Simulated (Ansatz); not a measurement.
# SnH3OF (SMILES [OH][SnH2][F]) at 6 levels

Aim: a comparison of 6 runs (HF/3-21G, PBE-QIDH/def2-SVPD, PBE0/def2-SVPD, r2SCAN/def2-SVPD, r2SCAN0/def2-SVPD, CCSD/def2-SVPD) of SnH3OF. 

The calculation is run with Ansatz 0.2.0.

73 further runs of the same task are left out: 73 set aside as unsound or not needed.

## 1. Starting point

SnH3OF: 6 atoms, total charge 0, spin state singlet. SMILES: `[OH][SnH2][F]`. The Sn2–H6 distance was set to 3.045 Å, away from the relaxed value. At this shape a bond of the SMILES string is far longer than usual.

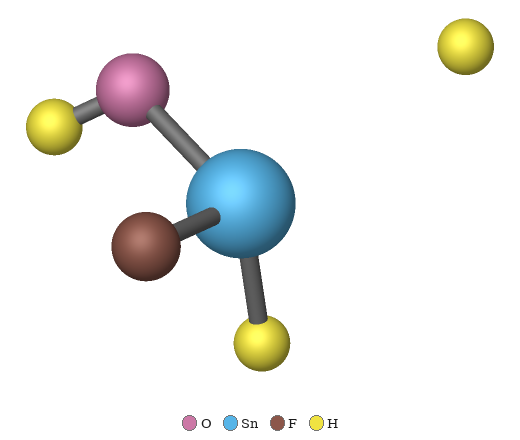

The structure, seen from a chosen angle (oxygen pink, tin blue, fluorine brown, hydrogen yellow).

## 2. The energy at HF/3-21G (run 1)

input.yaml reads:

```yaml
crystal:
  periodic: [false, false, false]
  atoms:
    - {symbol: O, position_ang: [-1.186559, -0.685642, -1.711567]}
    - {symbol: Sn, position_ang: [0.530141, -0.096742, -1.002867]}
    - {symbol: F, position_ang: [1.636941, -1.667742, -0.984467]}
    - {symbol: H, position_ang: [-1.140759, -1.038342, -2.603267]}
    - {symbol: H, position_ang: [1.323941, 0.964458, -2.068667]}
    - {symbol: H, position_ang: [0.017500, 0.696700, 1.891900]}
basis:
  gaussian:
    orbitals: 3-21G-spherical.json
hamiltonian:
  xc: hf
accuracy: high
output: {orbitals: {seedname: orbitals}}
```

The basis set 3-21G is read from a file made from the Basis Set Exchange's data (not shown).

Command:

```
$ ansatz run input.yaml --threads 1 --pin off --max-ram 3480MiB --events-out events.jsonl --progress --plain --runs-dir runs
```

Log:

```text
Warning: RAYON_NUM_THREADS=1 ignored (pool sized by the plan → 1); use --threads N
Functional definition: HF
  name "HF"
  exchange = exact_x
  correlation = 0
1090 factors; integrals over basis functions are off by at most 3.1e-8 eV
mean field evaluation 1: about -167924.8879 eV, gradient 4.2e1 eV
mean field evaluation 2: about -167925.0670 eV, gradient 4.3e1 eV
mean field evaluation 4: about -167928.4492 eV, gradient 2.0e0 eV
mean field evaluation 8: about -167928.4927 eV, gradient 3.2e-1 eV
mean field evaluation 16: about -167928.4932 eV, gradient 1.6e-7 eV
mean field -167928.49321136 eV, -6171.2582994967 hartree, gradient 9.3e-9 eV, S^2 0.000000; 0 other end points of the search recorded, 0 dependent functions left out
reference -167928.49321136 eV, -6171.2582994967 hartree; 35, 35 occupied and 20, 20 virtual orbitals, 1090 factors
Total energy: -167928.49321136 eV, -6171.2582994967 hartree
```

Wall time 1.1 s (1 thread of Arm Neoverse V1, shared host); peak memory 0.13 GiB.

## 3. A single-point energy at PBE-QIDH/def2-SVPD (core potential) (run 2)

job.yaml reads:

```yaml
basis:
  gaussian:
    orbitals: def2-SVPD
crystal:
  periodic: [false, false, false]
  atoms:
    - {symbol: O, position_ang: [-1.186559, -0.685642, -1.711567]}
    - {symbol: Sn, position_ang: [0.530141, -0.096742, -1.002867]}
    - {symbol: F, position_ang: [1.636941, -1.667742, -0.984467]}
    - {symbol: H, position_ang: [-1.140759, -1.038342, -2.603267]}
    - {symbol: H, position_ang: [1.323941, 0.964458, -2.068667]}
    - {symbol: H, position_ang: [0.017500, 0.696700, 1.891900]}
hamiltonian:
  xc: {name: PBE-QIDH}
correlation:
  frozen_orbitals: {F: 1, H: 0, O: 1, Sn: 4}
accuracy: high
output:
  orbitals: {seedname: orbitals}
```

Command:

```
$ ansatz run job.yaml --threads 1 --pin off --max-ram 3480MiB --events-out events.jsonl --progress --plain --runs-dir runs
```

Log, cut to the lines that bear on the results:

```text
Warning: RAYON_NUM_THREADS=1 ignored (pool sized by the plan → 1); use --threads N
Functional definition: PBE-QIDH
  name "PBE-QIDH"
[...]
2208 factors; integrals over basis functions are off by at most 3.3e-9 eV
[...]
mean field -10618.73414535 eV, -390.2312822051 hartree, gradient 2.8e-8 eV, S^2 0.000000; 0 other end points of the search recorded, 0 dependent functions left out; unrestricted orbitals would lower it
6 core orbitals not correlated: weight in the atoms' cores, before any rotation towards them, 1.000 or more for the frozen orbitals, at most 0.000 for the correlated occupied ones
reference -10618.73414677 eV, -390.2312822574 hartree; 15, 15 occupied and 81, 81 virtual orbitals, 2208 factors
second order -17.04459528 eV of doubles, -0.00000000 eV of singles
Total energy: -10624.41567853 eV, -390.4400746985 hartree
```

It took 12 s on 1 thread of Arm Neoverse V1, shared host; peak memory 0.35 GiB.

Runs 3 to 5 aren't shown in full; the table further down has their settings and results.

## 4. A single-point energy at CCSD/def2-SVPD (core potential) (run 6)

run.yaml reads:

```yaml
crystal:
  periodic: [false, false, false]
  atoms:
    - {symbol: O, position_ang: [-1.186559, -0.685642, -1.711567]}
    - {symbol: Sn, position_ang: [0.530141, -0.096742, -1.002867]}
    - {symbol: F, position_ang: [1.636941, -1.667742, -0.984467]}
    - {symbol: H, position_ang: [-1.140759, -1.038342, -2.603267]}
    - {symbol: H, position_ang: [1.323941, 0.964458, -2.068667]}
    - {symbol: H, position_ang: [0.017500, 0.696700, 1.891900]}
basis:
  gaussian:
    orbitals: def2-SVPD
correlation:
  method: ccsd
  frozen_orbitals: {F: 1, H: 0, O: 1, Sn: 4}
accuracy: high
scf:
  omitted_lower_state_checks: [cluster_reference, increment]
```

Command:

```
$ ansatz run run.yaml --threads 1 --pin off --max-ram 3480MiB --events-out events.jsonl --progress --plain --runs-dir runs
```

Log, cut to the lines that bear on the results:

```text
Warning: RAYON_NUM_THREADS=1 ignored (pool sized by the plan → 1); use --threads N
[... 2 set-up lines as earlier in the session ...]
[...]
2208 factors; integrals over basis functions are off by at most 3.3e-9 eV
[...]
mean field -10589.26525323 eV, -389.1483203943 hartree, gradient 2.7e-8 eV, S^2 0.000000; 1 other end points of the search recorded, 0 dependent functions left out; unrestricted orbitals would lower it
6 core orbitals not correlated: weight in the atoms' cores, before any rotation towards them, 1.000 or more for the frozen orbitals, at most 0.000 for the correlated occupied ones
reference -10589.26525323 eV, -389.1483203943 hartree; 15, 15 occupied and 81, 81 virtual orbitals, 2208 factors
second order -14.85758106 eV of doubles, -0.00000000 eV of singles
cycle   1  -14.94288117 eV  change   -1.6e-1 eV  update   1.5e-1
[...]
cycle  29  -15.83478223 eV  change  -7.8e-11 eV  update  4.2e-10
WARN: these amplitudes may be one of several solutions (largest doubles amplitude 0.38, level shift 0.20 eV)
Total energy: -10605.10003545 eV, -389.7302379079 hartree
Checks for a lower state left out: cluster_reference, increment
```

Run time: 43 s. Hardware: 1 thread of Arm Neoverse V1, shared host; peak memory 0.81 GiB.

## 5. Overview of the runs

```
run                                level  core potential  frozen core orbitals   energy (Eh)  HOMO energy (eV)  LUMO energy (eV)  HOMO–LUMO gap (eV)  wall time
  1                             HF/3-21G            none                     –  -6171.258299             -9.11             -0.68                8.43      1.1 s
  2  PBE-QIDH/def2-SVPD (core potential)       def2-SVPD                     6   -390.440075             -8.90             -2.68                6.23       12 s
  3      PBE0/def2-SVPD (core potential)       def2-SVPD                     –   -390.774658             -7.59             -4.21                3.38      9.3 s
  4    r2SCAN/def2-SVPD (core potential)       def2-SVPD                     –   -390.951397             -6.93             -4.86                2.07       16 s
  5   r2SCAN0/def2-SVPD (core potential)       def2-SVPD                     –   -390.885008             -7.74             -4.23                3.51       17 s
  6      CCSD/def2-SVPD (core potential)       def2-SVPD                     6   -389.730238                 –                 –                   –       43 s
```

## 6. Outcome

| quantity | value |
| --- | --- |
| run 6: total energy | -389.73024 Eh |
| run 6: correlation energy (6 core orbitals frozen) | -581.9 mEh |
| run 6: T1 diagnostic | 0.021 |

**Reading.** Over runs 1, 2, 3, 4, 5 the HOMO–LUMO gap runs from 2.07 eV (r2SCAN/def2-SVPD) to 8.43 eV (HF/3-21G). The two ends differ in method and basis and core potential. Totals of different functionals can't be ranked against each other. Some runs of one species differ in core potentials or relativity; totals across that change don't compare. In runs 2, 6 the log says that unrestricted orbitals would lower the reference, so the values rest on an unstable closed-shell determinant (other closed-shell runs at this shape may share the fault). In runs 1, 2, 3, 4, 5, 6 a closed-shell determinant meets a far-stretched bond, which it describes badly. In run 1 relativity is left out where basis or elements ask for it. All runs together took 99 s, the longest 43 s.
